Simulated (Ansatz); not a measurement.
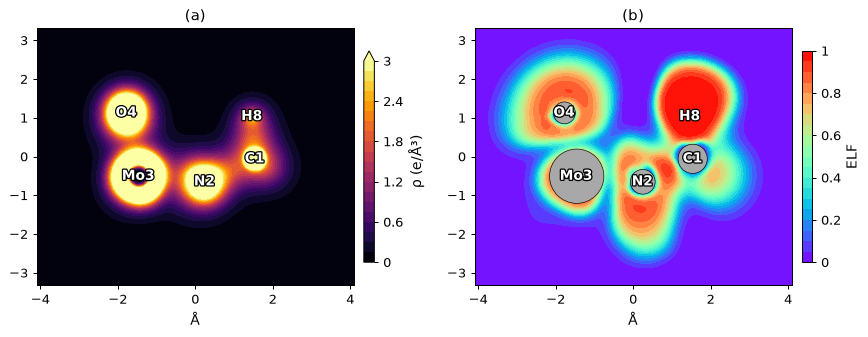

CH3ClFMoNO (SMILES C[N]=[Mo](=[O])([F])[Cl]). (a) electron density; (b) ELF on the plane of atoms C1, N2 and Mo3. Grey discs cover the atomic cores in the ELF map.

Geometry: PBE0-D4/def2-TZVP; core potentials replace the inner electrons of Mo.

The calculation used RKS PBE0-D4/def2-TZVPP (Ansatz 0.2.0).

Input

```
crystal:
  periodic: [false, false, false]
  atoms:
    - {symbol: C, position_ang: [0.058066, -1.145655, 1.066968]}
    - {symbol: N, position_ang: [0.268952, 0.066185, 0.361527]}
    - {symbol: Mo, position_ang: [0.047722, 1.035639, -1.031197]}
    - {symbol: O, position_ang: [-0.777082, 0.080911, -2.122732]}
    - {symbol: F, position_ang: [1.723198, 1.514346, -1.668539]}
    - {symbol: Cl, position_ang: [-1.246703, 2.790464, -0.414213]}
    - {symbol: H, position_ang: [1.020037, -1.572850, 1.365508]}
    - {symbol: H, position_ang: [-0.485133, -1.871779, 0.451568]}
    - {symbol: H, position_ang: [-0.520455, -0.943562, 1.973910]}
basis:
  gaussian: {orbitals: def2-TZVPP}
hamiltonian: {xc: pbe0, dispersion: d4}
output: {orbitals: {seedname: orbitals}}
```

Launched as:

```sh
ansatz run in.yaml --threads 4 --pin off --events-out ev --progress --plain --max-ram 11315MiB
```

Read the bonding off the picture.

- The section cuts through C, N, Mo, O and H sites.
- C–N (1.42 Å): ρ is about 2 e/Å³ halfway; the ELF peaks at about 0.90 between the atoms: a covalent bond.
- Mo–O (1.67 Å): ρ is about 2 e/Å³ halfway; the ELF peaks at about 0.75 in the valence shell of O, 0.5 Å from its nucleus, and drops to about 0.40 between the two atoms.
- Mo–N (1.71 Å): the density is about 1.8 e/Å³ at the midpoint; the ELF peaks at about 0.75 in the valence shell of N, 0.5 Å from its nucleus, and drops to about 0.40 between the two atoms.
- C–H (1.10 Å): ρ is about 2 e/Å³ halfway; the ELF climbs to about 1 towards the hydrogen, as it does in any bond to H (an ordinary covalent bond to hydrogen).
